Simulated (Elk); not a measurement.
# Collinear magnetic orders of MnO2 (Pyrolusite) with Elk, part 3 of 3

Wanted: the moments of MnO2 (Pyrolusite) and the energy of each order that was tried.

Elk 11.2.3 (patched build); PBE; all-electron APW+lo, Dirac cores, scalar-relativistic bands.

So far, largest spin moment in the muffin-tin sphere (μB): step 2 (run 1 (ferro ++)) 2.61; step 3 (order 2, typed as antiferro +-) 2.43.

## 6. Spin–orbit coupling

Level of this step: PBE; all-electron APW+lo, Dirac cores, scalar-relativistic bands with second-variational spin-orbit coupling (Elk).

Orbital moments arise only with spin–orbit coupling, and measured moments hold them.

The run goes on from the saved lowest state, with the moments along the z axis of the cell.

elk.in

```
tasks
  1
  15

xctype
  20

rgkmax
  8.5

nempty
  12

swidth
  0.003

reducebf
  0.6

epsengy
  1e-05

maxscl
  100

lmaxi
  3

spinpol
  .true.

spinorb
  .true.

cmagz
  .true.

sppath
  './'

avec
  8.31158241394 0.00000000000 0.00000000000
  0.00000000000 8.31158241394 0.00000000000
  0.00000000000 0.00000000000 5.42918315605

atoms
  2
  'Mn.in'
  2
  0.0000000000 0.0000000000 0.0000000000   0.000000 0.000000 -0.000675
  0.5000000000 0.5000000000 0.5000000000   0.000000 0.000000 0.000675
  'O.in'
  4
  0.3051500000 0.3051500000 0.0000000000   0.000000 0.000000 0.000000
  0.1948500000 0.8051500000 0.5000000000   0.000000 0.000000 0.000000
  0.6948500000 0.6948500000 0.0000000000   0.000000 0.000000 0.000000
  0.8051500000 0.1948500000 0.5000000000   0.000000 0.000000 0.000000

ngridk
  4 4 8
```

Command:

```console
$ OMP_NUM_THREADS=4 elk
```

Numbers of over 12 decimals in the logs are rounded to 6 here.

The log of the run:

```text
Warning(chksvso): spin-orbit splittings by the second variation are low [figures from our tests cut]: local-orbitals by j (lorbdm 7 and 8, zora) mend levels alone

--- INFO.OUT ---
┌─────────────────────────┐
│ Elk code version 11.2.3 │
└─────────────────────────┘

All units are atomic (Hartree, Bohr, etc.)

┌──────────────────────────────────────────┐
│ Ground-state run resuming from STATE.OUT │
└──────────────────────────────────────────┘

Lattice vectors :
   8.311582414       0.000000000       0.000000000
   0.000000000       8.311582414       0.000000000
   0.000000000       0.000000000       5.429183156

Species : 1 (Mn)
 parameters loaded from : Mn.in
 name : manganese
 nuclear charge    :   -25.00000000
 electronic charge :    25.00000000
 atomic mass :    100145.9370
 muffin-tin radius :    2.000977197
 number of radial points in muffin-tin :    993
 inner part over the whole radius :   0.9869548380E-02
 number on inner part of muffin-tin    :    696
 approximate nuclear radius :   0.7074591925E-04
 number of mesh points to nuclear radius :    334
 atomic positions (lattice), magnetic fields (Cartesian) :
  1 :   0.00000000  0.00000000  0.00000000    0.00000000  0.00000000  0.00000000
  2 :   0.50000000  0.50000000  0.50000000    0.00000000  0.00000000  0.00000000

Species : 2 (O)
 parameters loaded from : O.in
 name : oxygen
 nuclear charge    :   -8.000000000
 electronic charge :    8.000000000
 atomic mass :    29165.12205
 muffin-tin radius :    1.500732897
 number of radial points in muffin-tin :    593
 inner part over the whole radius :   0.9790564046E-02
 number on inner part of muffin-tin    :    405
 approximate nuclear radius :   0.5115538663E-04
 number of mesh points to nuclear radius :    175
 atomic positions (lattice), magnetic fields (Cartesian) :
  1 :   0.30515000  0.30515000  0.00000000    0.00000000  0.00000000  0.00000000
  2 :   0.19485000 -0.19485000  0.50000000    0.00000000  0.00000000  0.00000000
  3 :  -0.30515000 -0.30515000  0.00000000    0.00000000  0.00000000  0.00000000
  4 :  -0.19485000  0.19485000  0.50000000    0.00000000  0.00000000  0.00000000

Total number of atoms per unit cell :    6
Total muffin-tin volume :    123.7505268
 ratio of muffin-tin to unit cell volume :   0.3299477206

Spin treatment :
 spin-polarised
 spin-orbit coupling
 global magnetic field (Cartesian) :    0.000000000       0.000000000       0.000000000
 collinear magnetisation in z-direction

Number of Bravais lattice symmetries :   16
Number of crystal symmetries         :    8
Crystal has inversion symmetry
Real symmetric eigensolver will be used

k-point grid :      4     4     8
k-point offset :    0.000000000       0.000000000       0.000000000
k-point set is reduced with full crystal symmetry group
Total number of k-points :       45

Muffin-tin radius times maximum |G+k| :    8.500000000
 using average radius
Maximum |G+k| for APW functions       :    5.097509366
Maximum (1/2)|G+k|²                   :    12.99230087
Maximum |G| for potential and density :    12.00000000
Constant for pseudocharge density :    6
 order of it for each species :   13  13
 order of it for pair densities of each species (exact exchange by exxq0 0: 13) :   13  12
Radial integration step length :    1

G-vector grid sizes :     32    32    21
Number of G-vectors :    10925

Maximum angular momentum used for
 APW functions            :    8
 outer part of muffin-tin :    6
 inner part of muffin-tin :    3

Number of empty states         :     72
Total number of valence states :    200
Total number of core states    :     28

Third-order local-orbitals added for an l without core states : T
Total number of local-orbitals :     78

Exchange-correlation functional :     20     0     0
 Perdew-Burke-Ernzerhof, Phys. Rev. Lett. 77, 3865 (1996)
 gradient requirement :    1
 generalised gradient approximation (GGA)

Smearing type :    3
 Fermi-Dirac
Smearing width :   0.3000000000E-02
Effective electronic temperature (K) :    947.3250744

Mixing type :    3
 Broyden mixing, J. Phys. A: Math. Gen. 17, L317 (1984)

Potential read in from STATE.OUT

┌──────────────────────────────┐
│ Self-consistent loop started │
└──────────────────────────────┘

[... earlier loops left out ...]

┌──────────────────┐
│ Loop number : 10 │
└──────────────────┘

Energies :
 Fermi                       :     0.257848
 sum of occupied eigenvalues :     -1498.8701369811
 electron kinetic            :      2647.0134349928
 core electron kinetic       :      2341.1720540767
 Coulomb                     :     -5126.7320033755
 Coulomb potential           :     -3966.2711765859
 nuclear-nuclear             :     -448.45664808440
 electron-nuclear            :     -5402.4265016786
 Hartree                     :      724.15114638753
 Madelung                    :     -3143.5964150826
 xc potential                :     -179.31560854205
 xc effective B-field        :    -0.296787
 external B-field            :      0.000000
 exchange                    :     -135.32458840977
 correlation                 :     -3.385358
 electron entropic           :    -0.96751946829734E-03
 total energy                :     -2618.4294820806
 (external B-field energy excluded from total)

Density of states at Fermi energy :    32.12376120
 (states/Hartree/unit cell)

Estimated indirect band gap :   0.2554759729E-02
 from k-point 5 to k-point 18
Estimated direct band gap   :   0.2990750884E-02
 at k-point 18

Charges :
 core                        :    28.00000000
 valence                     :    54.00000000
 interstitial                :    8.744959851
 muffin-tins (core leakage)
  species : 1 (Mn)
   atom 1                    :    22.89132658     ( -0.2136316759E-06)
   atom 2                    :    22.89132658     ( -0.2136316759E-06)
  species : 2 (O)
   atom 1                    :    6.868096746     (  0.1086444614E-06)
   atom 2                    :    6.868096746     (  0.1086444614E-06)
   atom 3                    :    6.868096746     (  0.1086444614E-06)
   atom 4                    :    6.868096746     (  0.1086444614E-06)
 total in muffin-tins        :    73.25504015
 total calculated charge     :    81.99907415
 total charge                :    82.00000000
 error                       :   0.9258507461E-03

Moments :
 interstitial                :  -0.3469358107E-16
 muffin-tins
  species : 1 (Mn)
   atom 1                    :    2.426326402
   atom 2                    :   -2.426326402
  species : 2 (O)
   atom 1                    :  -0.4605172844E-01
   atom 2                    :   0.4605172844E-01
   atom 3                    :  -0.4605172844E-01
   atom 4                    :   0.4605172844E-01
 total in muffin-tins        :    0.000000000
 total moment                :  -0.3469358107E-16

┌──────────────────────────────┐
│ Self-consistent loop stopped │
└──────────────────────────────┘

Wrote STATE.OUT
```

The job ended after 15 min (4 threads of AMD EPYC 7571, shared host; peak memory 0.54 GiB; 56 min of CPU time).

Spin moment in the muffin-tin sphere by atom:

| atom | spin moment in the muffin-tin sphere (μB) |
| --- | --- |
| Mn1 | 2.43 |
| Mn2 | -2.43 |
| O3 | -0.05 |
| O4 | 0.05 |
| O5 | -0.05 |
| O6 | 0.05 |

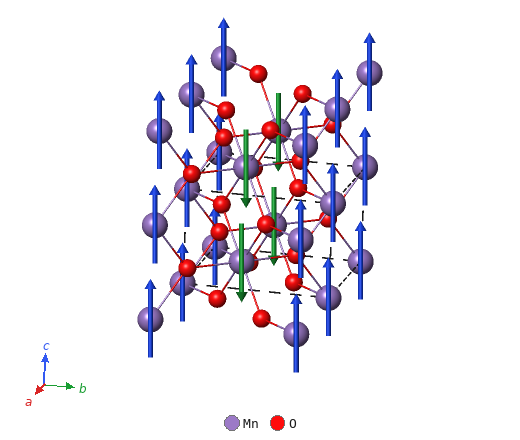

Spin moment in the muffin-tin sphere as arrows, the longest 2.43 μB. Up and down stand for the sign. Arrows give size and sign along the axis of quantisation, drawn up and down the page. The two directions have two colours. 2×1×2 cells are drawn. Some periodic images of atoms are drawn too.

Numbers from this step:

| Property | Result |
| --- | --- |
| density of states at the Fermi level | 1.181 states/eV/cell |
| moment between the spheres | 0 μB |
| magnetization | 0 μB |
| final state | antiferromagnetic |

Orbital moment <L> in the sphere by atom:

| atom | x (μB) | y (μB) | z (μB) | size |
| --- | --- | --- | --- | --- |
| Mn1 | 0.0000 | 0.0000 | -0.0232 | 0.0232 |
| Mn2 | 0.0000 | 0.0000 | 0.0232 | 0.0232 |
| O3 | 0.0000 | 0.0000 | -0.0001 | 0.0001 |
| O4 | 0.0000 | 0.0000 | 0.0001 | 0.0001 |
| O5 | 0.0000 | 0.0000 | -0.0001 | 0.0001 |
| O6 | 0.0000 | 0.0000 | 0.0001 | 0.0001 |

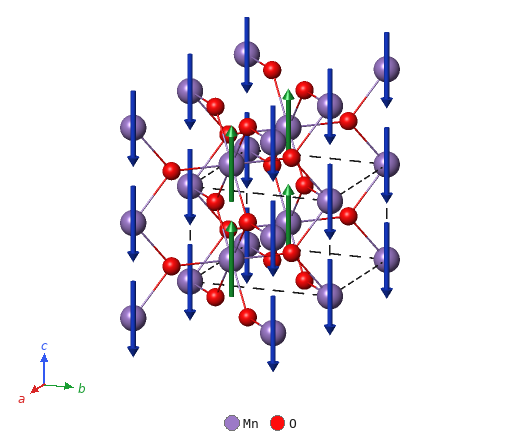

Orbital moment <L> in the sphere as arrows, the longest 0.0232 μB. The two directions have two colours. 2×1×2 cells are drawn. Some periodic images of atoms are drawn too.

## 7. Outcome

```
lowest state found                                                   : antiferromagnetic (typed antiferro +-)
largest site moment                                                  : 2.43 μB
next state                                                           : ferromagnetic, 117 meV a seeded atom higher
energy gained by spin polarisation                                   : 716 meV a seeded atom
with spin–orbit coupling: largest spin moment and its orbital moment : 2.43 and -0.0232 μB
```

**Reading.** The lowest state found is antiferromagnetic, reached from the start antiferro +-, with moments up to 2.43 μB. The next state costs 117 meV a seeded atom. Forming the largest moments gains far more than ordering them, so they should outlast the ordering temperature. The orbital moment is almost quenched. Only 3 starts are shown; other collinear patterns, canted and longer-period orders are not. Computed site moments are spin alone, inside the muffin-tin sphere; measured ones also hold the orbital part and what lies outside the sphere, and fluctuations can lower them. With a GGA and lmaxo under 10 this build's totals carry angular errors that reach some ten meV an atom in oxides, so smaller differences are in doubt.

Computed beside measured:

| quantity | measured | PBE |
| --- | --- | --- |
| moment (Mn) (μB) | 2.34 | 2.43 (+3.8 %) |

Measured values from arxiv:2401.02109 (2024).

How well it matches: The moment is off by +3.8 %. No cell relaxation is part of this session.

[Logs and program files are shortened in this print: banners, set-up blocks, solver, clock and traceback lines can be left out without a mark of their own.]

[Logs are printed without paths, hosts, clocks, repeated set-up lines and the standing remarks that a program may print on its own settings, such as how far it seeks lower states.]

[Hosts, paths, dates, database ids (printed as entryN), source tags and the programs' standing remarks are cut or masked in the printed files.]

[Where a cell is said to come from a database of computed structures, the database is the Materials Project.]
